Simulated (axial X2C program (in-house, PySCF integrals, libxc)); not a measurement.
# All-electron X2C curves of CaSi⁻

What are the state, bond length, wavenumber and bond energy of CaSi⁻, and what does spin–orbit coupling change?

The runs use an in-house X2C program for linear molecules on PySCF integrals; all-electron X2C, Ca dyall-acv3z, Si dyall-av3z.

All values are calculated.

## Step 1: Set-up

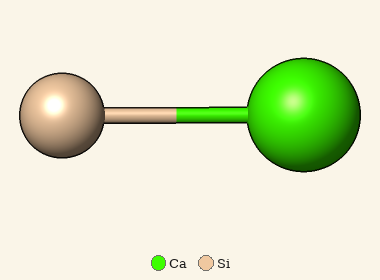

The two atoms at 2.870 Å (calcium green, silicon light orange).

Input file task.json:

```json
{"zs": [20, 14], "q": -1, "bas": ["dyall-acv3z", "dyall-av3z"], "levels": ["PBE0", "HF", "TPSS"], "cc": true, "r0": 2.87, "thr": -2.0, "nmax": 90, "npts": 10, "nst": 2, "ntry": 6}
```

Keys: zs atomic numbers; q charge; bas basis sets; levels methods (HF also brings MP2); cc coupled cluster on or off; r0 starting distance in Å; thr threshold in hartree for freezing inner shells (an s shell follows its p shell); nmax most natural virtual spinors; npts points asked for on the curve; nst determinants followed; ntry starts of the search.

Run with:

```console
$ python so2c.py task.json out
```

Spin-free means the one-electron spin-free X2C Hamiltonian; two-component (2c) means X2C with spin–orbit coupling and atomic mean-field two-electron Coulomb and Gaunt terms. Basis: Ca dyall-acv3z contracted to [12s13p7d5f], Si dyall-av3z contracted to [9s8p3d2f]; Gaussian nuclei, density fitting. Masses: Ca 39.963 u, Si 27.977 u.

Notation: σ, π±, δ± give the projection m of an orbital's angular momentum (0, ±1, ±2), α and β its spin, Λ and M_S the sums; ω is the projection of a spinor's total angular momentum and Ω the sum. Logs are in hartree.

The results follow Hamiltonian by Hamiltonian and level by level.

## Step 2: Which state to follow

Determinants are compared with PBE0 at 2.870 Å.

Spin-free determinants:

```csv
ΔE (eV),state,open shells
0.00,"M_S = 3/2, Λ = 0","beyond closed shells: σα, π+α, π-α"
0.22,"M_S = 1/2, Λ = 0","beyond closed shells: σβ, π+α, π-α"
0.81,"M_S = 1/2, Λ = 0","beyond closed shells: σα, π+β, π-α"
0.83,"M_S = 1/2, Λ = 1","beyond closed shells: π+α, π+β, π-α"
1.12,"M_S = 3/2, Λ = 1","beyond closed shells: 2 × π+α, π-α"
1.13,"M_S = 3/2, Λ = 1","beyond closed shells: 2 × σα, π+α, π+β, π-α"
1.22,"M_S = 5/2, Λ = 1","beyond closed shells: 2 × σα, 2 × π+α, π-α"
```

Two-component determinants:

| ΔE (eV) | state | open shells |
| --- | --- | --- |
| 0.00 | Ω = 3/2 | excess of +ω over −ω: ω = 3/2 |
| 0.22 | Ω = 1/2 | excess of +ω over −ω: 2 × ω = -1/2, ω = 3/2 |
| 0.79 | Ω = 1/2 | excess of +ω over −ω: ω = 1/2 |
| 0.81 | Ω = 5/2 | excess of +ω over −ω: 2 × ω = 1/2, ω = 3/2 |
| 0.82 | Ω = 1/2 | excess of +ω over −ω: ω = 1/2 |
| 1.12 | Ω = 5/2 | excess of +ω over −ω: ω = -1/2, 2 × ω = 3/2 |
| 1.76 | Ω = 7/2 | excess of +ω over −ω: ω = 1/2, 2 × ω = 3/2 |

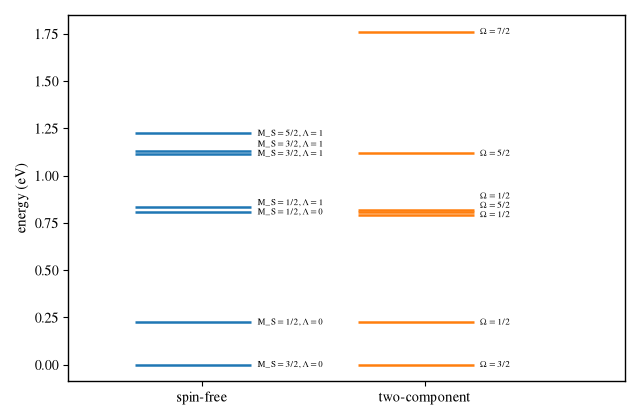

The determinants found, each set from its own lowest.

## Step 3: PBE0, spin-free

State followed: M_S = 3/2, Λ = 0 (beyond closed shells: σα, π+α, π-α). The scan is laid around 2.851 Å, a first estimate of the minimum, and this SCF restarts from the orbitals of the search.

The SCF at the reference distance of 2.851 Å:

```text
spin-free X2C-1e  PBE0
basis functions 183  fitting functions 727  grid points 5084
iter        total energy     max residual
   1       -969.988003175     4.35e-01
   2       -970.254541347     4.82e-03
   3       -970.254543849     5.33e-03
   4       -970.256161205     8.45e-04
   5       -970.256182889     2.66e-04
   6       -970.256188188     8.85e-05
   7       -970.256188866     3.35e-05
   8       -970.256189017     1.37e-05
   9       -970.256189065     5.29e-06
  10       -970.256189074     2.79e-06
  11       -970.256189076     9.20e-07
  12       -970.256189076     3.54e-07
converged
one-electron -1442.48233827  Coulomb 477.34765789  exact exchange -13.99408354  xc functional -43.09852970  nuclear repulsion 51.97110454
```

Along the bond, energies from the lowest point:

```tsv
R (Å)	E (eV)	μ (D)	HOMO (eV)	LUMO (eV)	iterations
2.480	0.4866	1.69	0.20	1.52	17
2.594	0.2329	1.43	0.15	1.52	17
2.680	0.1148	1.24	0.11	1.53	17
2.765	0.0433	1.06	0.08	1.53	17
2.851	0.0078	0.88	0.04	1.53	12
2.951	0.0000	0.65	0.00	1.53	15
3.051	0.0184	0.41	-0.05	1.53	15
3.179	0.0674	0.07	-0.10	1.53	15
3.336	0.1500	-0.41	-0.16	1.53	16
3.564	0.2878	-1.20	-0.25	1.53	16
```

Dipoles are positive if Si is the positive end and refer to the centre of mass.

Outer orbitals at the reference distance:

```csv
symmetry,occupied,ε (eV),atomic character
π-α,yes,-25.83,100% Ca p
π+α,yes,-25.83,100% Ca p
σα,yes,-25.80,99% Ca p
π+β,yes,-25.76,100% Ca p
π-β,yes,-25.76,100% Ca p
σβ,yes,-25.59,99% Ca p
σα,yes,-8.12,"72% Si s, 10% Ca p, 8% Ca d"
σβ,yes,-5.72,"72% Si s, 10% Ca p, 8% Ca d"
σα,yes,-1.65,"70% Si p, 19% Ca s, 4% Ca d"
π-α,yes,-1.06,"75% Si p, 12% Ca d, 9% Ca p"
π+α,yes,-1.06,"75% Si p, 12% Ca d, 9% Ca p"
σβ,yes,-0.33,"54% Ca s, 31% Si p, 8% Ca p"
σα,yes,0.04,"50% Ca s, 24% Ca p, 12% Si p"
σα,no,1.53,"94% Ca p, 4% Ca s"
π-α,no,1.57,98% Ca p
π+α,no,1.57,98% Ca p
σβ,no,1.63,"82% Ca p, 12% Ca s, 5% Si p"
```

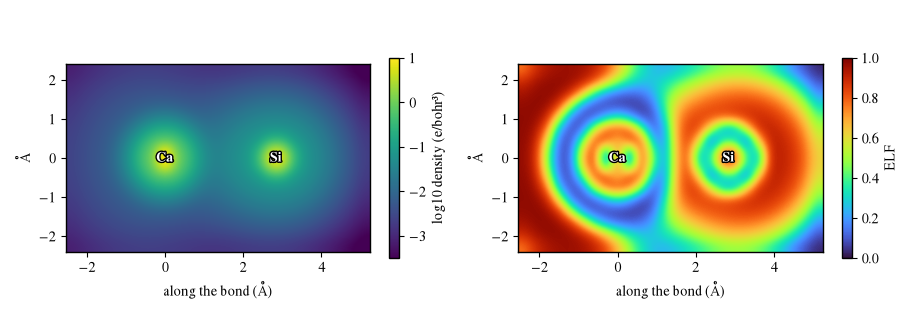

PBE0 fields in a plane through the axis, from a grid of 0.3 Å; Ca lies at z = 0 and Si at z = 2.851 Å; the ELF is damped to zero where the density is low.

Re = 2.926 Å, ωe = 216.9 cm⁻¹, ωexe = 1.42 cm⁻¹, Be = 0.1197 cm⁻¹, De = 1.34 eV, μ = 0.71 D.

## Step 4: HF, spin-free

Output at 2.851 Å:

```text
spin-free X2C-1e  HF
basis functions 183  fitting functions 727  grid points 5084
iter        total energy     max residual
   1       -969.139909978     1.41e-01
   2       -969.157885268     3.87e-03
   3       -969.160051669     3.17e-03
   4       -969.160981742     2.15e-03
   5       -969.161574143     1.41e-03
   6       -969.161908559     6.18e-04
   7       -969.161962825     2.94e-04
   8       -969.161984491     1.76e-04
   9       -969.161993568     1.39e-04
  10       -969.161996792     8.56e-05
  11       -969.161998192     6.37e-05
  12       -969.161999333     5.82e-05
  13       -969.162000726     4.21e-05
  14       -969.162001845     1.78e-05
  15       -969.162002050     4.69e-06
  16       -969.162002074     3.43e-06
  17       -969.162002084     2.08e-06
  18       -969.162002088     9.78e-07
  19       -969.162002089     4.67e-07
converged
one-electron -1441.30252538  Coulomb 476.18839275  exact exchange -56.01897401  xc functional 0.00000000  nuclear repulsion 51.97110454
```

Re = 3.127 Å, ωe = 176.1 cm⁻¹, ωexe = 1.18 cm⁻¹, Be = 0.1048 cm⁻¹, De = 0.945 eV, μ = 2.39 D.

## Step 5: TPSS, spin-free

Output at 2.851 Å:

```text
spin-free X2C-1e  TPSS
basis functions 183  fitting functions 727  grid points 5084
iter        total energy     max residual
   1       -970.590434448     1.45e-02
   2       -970.592154070     1.21e-03
   3       -970.592070226     1.70e-03
   4       -970.592180011     1.32e-03
   5       -970.592274514     3.46e-04
   6       -970.592281010     1.97e-04
   7       -970.592284706     7.48e-05
   8       -970.592285295     1.86e-05
   9       -970.592285370     1.17e-05
  10       -970.592285393     5.07e-06
  11       -970.592285402     1.14e-06
  12       -970.592285402     8.66e-07
converged
one-electron -1442.57611208  Coulomb 477.44426498  exact exchange 0.00000000  xc functional -57.43154285  nuclear repulsion 51.97110454
```

Re = 2.896 Å, ωe = 227.5 cm⁻¹, ωexe = 1.48 cm⁻¹, Be = 0.1221 cm⁻¹, De = 1.46 eV, μ = 0.60 D.

## Step 6: MP2 and beyond, spin-free

Correlated methods: 15 electrons correlated (frozen shells, counted by type: Ca 2 s, 1 p; Si 2 s, 1 p), 285 virtual spinors in MP2, 90 natural virtuals in coupled cluster.

Output of the correlated part at 2.851 Å:

```text
correlated 15  virtual 285  natural virtual 90  E(MP2) -0.365463718  MP2 remainder -0.031746627
iter   CCSD correlation   residual
   1     -0.362975339   1.69e-01
   2     -0.374032918   6.84e-02
   3     -0.374630930   2.65e-02
   4     -0.374636896   1.32e-02
   5     -0.374696966   6.70e-03
   6     -0.374758400   3.86e-03
   7     -0.374791915   1.78e-03
   8     -0.374795632   6.31e-04
   9     -0.374793363   2.96e-04
  10     -0.374795073   1.60e-04
  11     -0.374794815   7.89e-05
  12     -0.374795339   3.70e-05
  13     -0.374795306   1.61e-05
  14     -0.374795351   7.04e-06
  15     -0.374795363   3.42e-06
(T) -0.013475361  T1 0.0395  D1 0.1084  max T2 0.149
```

T1 in the output is the amplitude norm over the root of the electron number; divide by √2 for the Lee–Taylor value.

MP2: Re = 3.007 Å, ωe = 201.5 cm⁻¹, Be = 0.1133 cm⁻¹, De = 1.08 eV.

CCSD: No constants are quoted: too few points lie around the minimum for a second fit to confirm the first.

CCSD(T): No constants are quoted: too few points lie around the minimum for a second fit to confirm the first.

## Step 7: A higher determinant, spin-free

State: M_S = 1/2, Λ = 0 (beyond closed shells: σβ, π+α, π-α).

Output at the reference distance:

```text
spin-free X2C-1e  PBE0
basis functions 183  fitting functions 727  grid points 5084
iter        total energy     max residual
   1       -969.982211874     4.32e-01
   2       -970.246288918     4.68e-03
   3       -970.245665956     6.08e-03
   4       -970.247959776     9.65e-04
   5       -970.248027665     2.95e-04
   6       -970.248036141     8.41e-05
   7       -970.248036790     2.80e-05
   8       -970.248036919     1.10e-05
   9       -970.248036954     4.50e-06
  10       -970.248036957     2.01e-06
  11       -970.248036958     3.53e-07
converged
one-electron -1442.58292094  Coulomb 477.45265982  exact exchange -13.99159088  xc functional -43.09728951  nuclear repulsion 51.97110454
```

```tsv
R (Å)	E above the lowest PBE0 point (eV)
2.480	0.680
2.594	0.429
2.680	0.317
2.765	0.254
2.851	0.230
2.951	0.236
3.051	0.270
3.179	0.339
3.336	0.445
```

Re = 2.880 Å, ωe = 241.1 cm⁻¹, ωexe = 1.52 cm⁻¹, Be = 0.1235 cm⁻¹, μ = -0.70 D. ⟨S²⟩ = 1.80 against 0.75 for a pure state, so this determinant mixes spins. Te = 0.23 eV.

## Step 8: The spin-free curves together

Energy (eV) of the followed determinant, spin-free, from each level's lowest point:

```tsv
R (Å)	PBE0	HF	MP2	CCSD	CCSD(T)	TPSS
2.480	0.487	0.838	0.658	n/a	n/a	0.445
2.594	0.233	0.492	0.349	n/a	n/a	0.202
2.680	0.115	0.312	0.195	0.213	0.197	0.092
2.765	0.043	0.183	0.094	0.109	0.096	0.028
2.851	0.008	0.095	0.034	0.044	0.036	0.000
2.951	0.000	0.033	0.002	0.007	0.003	0.001
3.051	0.018	0.004	0.000	0.000	0.000	0.028
3.179	0.067	0.000	0.028	0.022	0.027	0.087
3.336	0.150	0.030	0.089	n/a	n/a	0.180
3.564	0.288	0.111	0.204	n/a	n/a	0.330
```

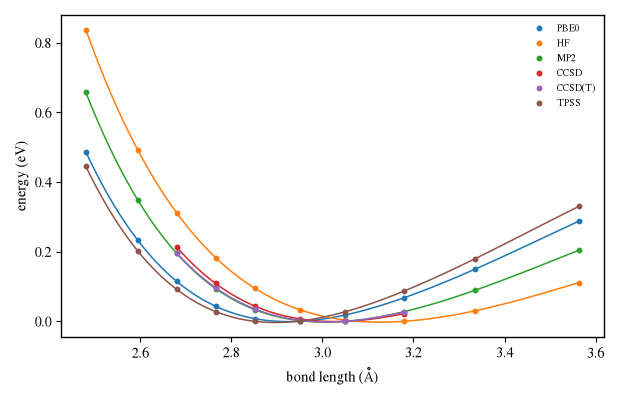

Curves of the followed state, spin-free, each from its own lowest point.

## Step 9: PBE0, 2c

State followed: Ω = 3/2 (excess of +ω over −ω: ω = 3/2). The scan is laid around 2.851 Å, a first estimate of the minimum, and this SCF restarts from the orbitals of the search.

Output at 2.851 Å:

```text
two-component X2C + atomic mean field  PBE0
basis functions 183  fitting functions 727  grid points 5084
iter        total energy     max residual
   1       -969.808182586     4.42e-01
   2       -970.083068809     4.84e-03
   3       -970.083054490     5.33e-03
   4       -970.084667814     8.44e-04
   5       -970.084689346     2.66e-04
   6       -970.084694598     8.81e-05
   7       -970.084695270     3.32e-05
   8       -970.084695419     1.33e-05
   9       -970.084695466     4.99e-06
  10       -970.084695474     2.64e-06
  11       -970.084695476     8.56e-07
converged
one-electron -1442.03493657  Coulomb 477.23120132  exact exchange -13.99059401  xc functional -43.08772229  nuclear repulsion 51.97110454  atomic mean-field constant -0.17374846
```

Along the bond, energies from the lowest point:

```tsv
R (Å)	E (eV)	μ (D)	HOMO (eV)	LUMO (eV)	iterations
2.480	0.7238	-2.82	0.52	1.49	25
2.594	0.6098	-3.17	0.57	1.44	25
2.680	0.1147	1.24	0.11	1.53	18
2.765	0.0432	1.06	0.08	1.53	17
2.851	0.0077	0.88	0.04	1.53	11
2.951	0.0000	0.65	0.00	1.54	15
3.051	0.0184	0.41	-0.05	1.54	15
3.179	0.0674	0.07	-0.10	1.54	15
3.336	0.1500	-0.41	-0.16	1.53	15
3.564	0.2878	-1.20	-0.25	1.53	17
```

Dipoles are positive if Si is the positive end and refer to the centre of mass.

Outer spinors at the reference distance:

```csv
ω,occupied,ε (eV),atomic character,λ mixture
-1/2,yes,-26.01,100% Ca p,"86% π, 14% σ"
1/2,yes,-26.01,99% Ca p,"62% π, 38% σ"
3/2,yes,-25.70,100% Ca p,100% π
1/2,yes,-25.65,99% Ca p,"62% σ, 38% π"
-3/2,yes,-25.63,100% Ca p,100% π
-1/2,yes,-25.51,99% Ca p,"86% σ, 14% π"
1/2,yes,-8.12,"72% Si s, 10% Ca p, 8% Ca d",100% σ
-1/2,yes,-5.72,"72% Si s, 10% Ca p, 8% Ca d",100% σ
1/2,yes,-1.65,"69% Si p, 19% Ca s, 4% Ca d",100% σ
-1/2,yes,-1.07,"75% Si p, 12% Ca d, 9% Ca p",100% π
3/2,yes,-1.06,"75% Si p, 12% Ca d, 9% Ca p",100% π
-1/2,yes,-0.33,"54% Ca s, 31% Si p, 8% Ca p",100% σ
1/2,yes,0.04,"50% Ca s, 24% Ca p, 12% Si p",100% σ
1/2,no,1.53,"94% Ca p, 4% Ca s",100% σ
-1/2,no,1.57,98% Ca p,100% π
3/2,no,1.57,98% Ca p,100% π
-1/2,no,1.63,"82% Ca p, 13% Ca s, 5% Si p",100% σ
```

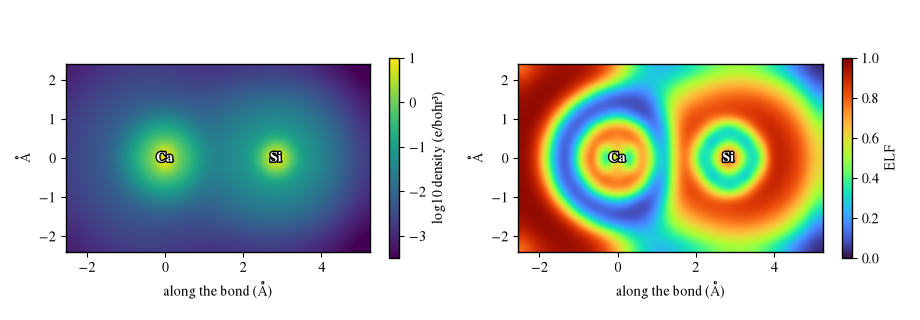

PBE0 fields in a plane through the axis, from a grid of 0.3 Å; Ca lies at z = 0 and Si at z = 2.851 Å; the ELF is damped to zero where the density is low.

No constants are quoted: the solution changes its character somewhere along the scan, so the fit is set aside.

## Step 10: HF, 2c

Output at 2.851 Å:

```text
two-component X2C + atomic mean field  HF
basis functions 183  fitting functions 727  grid points 5084
iter        total energy     max residual
   1       -968.968755216     1.41e-01
   2       -968.986739043     3.87e-03
   3       -968.988908164     3.17e-03
   4       -968.989839204     2.15e-03
   5       -968.990432641     1.41e-03
   6       -968.990768284     6.19e-04
   7       -968.990823626     2.94e-04
   8       -968.990846818     1.76e-04
   9       -968.990858612     1.38e-04
  10       -968.990865220     1.17e-04
  11       -968.990868363     1.28e-04
  12       -968.990863254     1.06e-04
  13       -968.990853523     8.56e-05
  14       -968.990853431     8.56e-05
  15       -968.990855624     7.23e-05
  16       -968.990858660     3.39e-05
  17       -968.990859399     1.06e-05
  18       -968.990859502     6.74e-06
  19       -968.990859545     4.75e-06
  20       -968.990859566     2.63e-06
  21       -968.990859571     1.01e-06
  22       -968.990859572     4.30e-07
converged
one-electron -1440.85417493  Coulomb 476.07097013  exact exchange -56.00501085  xc functional 0.00000000  nuclear repulsion 51.97110454  atomic mean-field constant -0.17374846
```

Re = 3.127 Å, ωe = 176.0 cm⁻¹, ωexe = 1.18 cm⁻¹, Be = 0.1047 cm⁻¹, De = 0.944 eV, μ = 2.39 D.

## Step 11: TPSS, 2c

Output at 2.851 Å:

```text
two-component X2C + atomic mean field  TPSS
basis functions 183  fitting functions 727  grid points 5084
iter        total energy     max residual
   1       -970.418846750     1.46e-02
   2       -970.420567972     1.21e-03
   3       -970.420484657     1.70e-03
   4       -970.420595299     1.32e-03
   5       -970.420688918     3.49e-04
   6       -970.420695534     1.98e-04
   7       -970.420699265     7.49e-05
   8       -970.420699858     1.87e-05
   9       -970.420699934     1.18e-05
  10       -970.420699958     5.10e-06
  11       -970.420699966     1.13e-06
  12       -970.420699967     8.80e-07
converged
one-electron -1442.12952517  Coulomb 477.32866765  exact exchange 0.00000000  xc functional -57.41719853  nuclear repulsion 51.97110454  atomic mean-field constant -0.17374846
```

Re = 2.896 Å, ωe = 227.5 cm⁻¹, ωexe = 1.48 cm⁻¹, Be = 0.1221 cm⁻¹, De = 1.46 eV, μ = 0.60 D.

## Step 12: Correlated methods, 2c

Correlated methods: 15 electrons correlated (frozen shells, counted by type: Ca 2 s, 1 p; Si 2 s, 1 p), 285 virtual spinors in MP2, 90 natural virtuals in coupled cluster.

Output of the correlated part at 2.851 Å:

```text
correlated 15  virtual 285  natural virtual 90  E(MP2) -0.365579762  MP2 remainder -0.031569622
iter   CCSD correlation   residual
   1     -0.363197857   1.69e-01
   2     -0.374245693   6.83e-02
   3     -0.374847629   2.65e-02
   4     -0.374850861   1.32e-02
   5     -0.374908679   6.70e-03
   6     -0.374970041   3.87e-03
   7     -0.375004219   1.78e-03
   8     -0.375007970   6.28e-04
   9     -0.375005686   2.93e-04
  10     -0.375007329   1.59e-04
  11     -0.375007079   7.84e-05
  12     -0.375007603   3.70e-05
  13     -0.375007571   1.61e-05
  14     -0.375007613   7.09e-06
  15     -0.375007623   3.51e-06
(T) -0.013479626  T1 0.0395  D1 0.1073  max T2 0.149
```

MP2: Re = 3.007 Å, ωe = 201.4 cm⁻¹, Be = 0.1133 cm⁻¹, De = 1.08 eV.

CCSD: No constants are quoted: too few points lie around the minimum for a second fit to confirm the first.

CCSD(T): No constants are quoted: too few points lie around the minimum for a second fit to confirm the first.

## Step 13: A higher determinant, 2c

State: Ω = 1/2 (excess of +ω over −ω: 2 × ω = -1/2, ω = 3/2).

Output at the reference distance:

```text
two-component X2C + atomic mean field  PBE0
basis functions 183  fitting functions 727  grid points 5084
iter        total energy     max residual
   1       -969.802551203     4.38e-01
   2       -970.074821094     4.66e-03
   3       -970.074194793     6.05e-03
   4       -970.076467837     9.63e-04
   5       -970.076535305     2.95e-04
   6       -970.076543737     8.45e-05
   7       -970.076544388     2.83e-05
   8       -970.076544516     1.09e-05
   9       -970.076544552     4.54e-06
  10       -970.076544555     1.89e-06
  11       -970.076544555     3.42e-07
converged
one-electron -1442.13566697  Coulomb 477.33636425  exact exchange -13.98810480  xc functional -43.08649311  nuclear repulsion 51.97110454  atomic mean-field constant -0.17374846
```

```tsv
R (Å)	E above the lowest PBE0 point (eV)
2.480	0.679
2.594	0.429
2.680	0.317
2.765	0.254
2.851	0.230
2.951	0.236
3.051	0.270
3.179	0.339
3.336	0.445
```

Re = 2.880 Å, ωe = 241.1 cm⁻¹, ωexe = 1.52 cm⁻¹, Be = 0.1235 cm⁻¹, μ = -0.70 D.

## Step 14: The 2c curves together

Energy (eV) of the followed determinant, 2c, from each level's lowest point:

```tsv
R (Å)	PBE0 (jumps)	HF	MP2	CCSD	CCSD(T)	TPSS
2.480	0.724	0.838	0.658	n/a	n/a	0.444
2.594	0.610	0.492	0.349	0.369	0.347	0.202
2.680	0.115	0.312	0.195	0.213	0.197	0.092
2.765	0.043	0.183	0.094	0.109	0.096	0.028
2.851	0.008	0.095	0.034	0.044	0.036	0.000
2.951	0.000	0.033	0.002	0.007	0.003	0.001
3.051	0.018	0.004	0.000	0.000	0.000	0.028
3.179	0.067	0.000	0.028	0.022	0.027	0.087
3.336	0.150	0.030	0.089	n/a	n/a	0.180
3.564	0.288	0.111	0.204	n/a	n/a	0.331
```

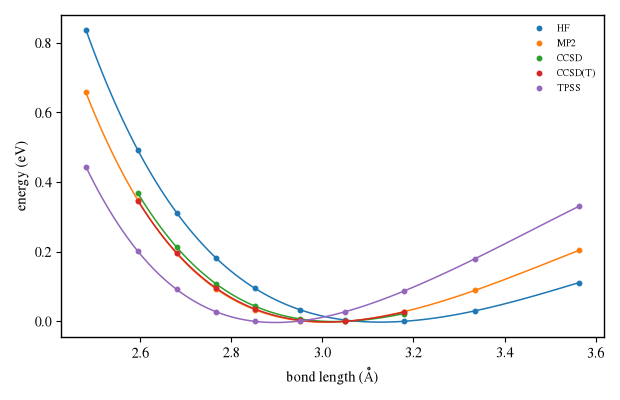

Curves of the followed state, 2c, each from its own lowest point. Left out: PBE0.

The whole job took 3 min on 1 thread of Arm Neoverse V2, shared host.

## Step 15: Constants

Lowest determinant that the search found at its distance, spin-free: M_S = 3/2, Λ = 0 (beyond closed shells: σα, π+α, π-α).

Lowest determinant that the search found at its distance, 2c: Ω = 3/2 (excess of +ω over −ω: ω = 3/2).

| Hamiltonian | level | Re (Å) | ωe (cm⁻¹) | De (eV) | μ (D) |
| --- | --- | --- | --- | --- | --- |
| spin-free | PBE0 | 2.926 | 216.9 | 1.34 | 0.71 |
| spin-free | HF | 3.127 | 176.1 | 0.945 | 2.39 |
| spin-free | MP2 | 3.007 | 201.5 | 1.08 | n/a |
| spin-free | TPSS | 2.896 | 227.5 | 1.46 | 0.60 |
| 2c | HF | 3.127 | 176.0 | 0.944 | 2.39 |
| 2c | MP2 | 3.007 | 201.4 | 1.08 | n/a |
| 2c | TPSS | 2.896 | 227.5 | 1.46 | 0.60 |

Dipoles are positive if Si is the positive end and refer to the centre of mass. No constants: spin-free CCSD (too few points lie around the minimum for a second fit to confirm the first); spin-free CCSD(T) (too few points lie around the minimum for a second fit to confirm the first); 2c PBE0 (the solution changes its character somewhere along the scan, so the fit is set aside); 2c CCSD (too few points lie around the minimum for a second fit to confirm the first); 2c CCSD(T) (too few points lie around the minimum for a second fit to confirm the first).

Time per point (s) on 1 thread of Arm Neoverse V2, shared host (2c runs); the times are rough: HF 0.5, MP2 0.96, TPSS 0.97.

In words: At MP2, going from spin-free to two-component changes Re by 0 mÅ, ωe by 0.0 %; the spin-free picture holds up (part of it comes from the scalar share of the two-electron terms). It costs about 1.5 times the time. De moves by 0.00 eV; both De rest on single-determinant atoms, which can miss part of an open shell's spin–orbit lowering.

De refers to Ca + Si-, each in the lowest determinant found, which need not be this curve's own limit. The state is a single determinant with fixed occupations, the lowest that a limited PBE0 search found. De is counted from the lowest determinant-based energies of the atoms at the same level, without counterpoise correction. Density functionals use the spin component along the axis (collinear). The meta-GGAs lack a current-density term, which matters for open shells with orbital currents, atoms included. With several unpaired electrons one determinant need not be a pure state.
